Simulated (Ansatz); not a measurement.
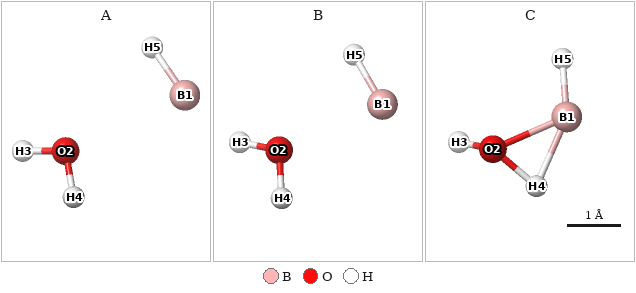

3 geometries from a converged minimum-energy path of BH3O, shuffled. The picture is a ball-and-stick view, seen at a tilt.

These are results of Ansatz, RHF/def2-TZVP, not measurements. Settings: 7 movable images; climbing image; force threshold 0.05 eV/Å; iteration limit 60; starting path through a guess of the saddle point.

Q: One of them is the converged climbing image. Which?

A: C. In order along the path, whose images run from 0 to 8: C (image 4, +5.60 eV), B (image 7, +4.82 eV), A (image 8, +4.80 eV). Breaking: B1–H4 (1.19 → 1.45 at the top → 2.92 Å), B1–O2 (1.34 → 1.55 at the top → 2.53 Å). Forming: O2–H4 (2.17 → 1.10 at the top → 0.94 Å).

Limits of the set-up: Hartree-Fock leaves out electron correlation.

The run took 95 s on 1 thread of Intel(R) Xeon(R) Platinum 8488C (Sapphire Rapids) (shared host), peak memory 0.13 GiB.
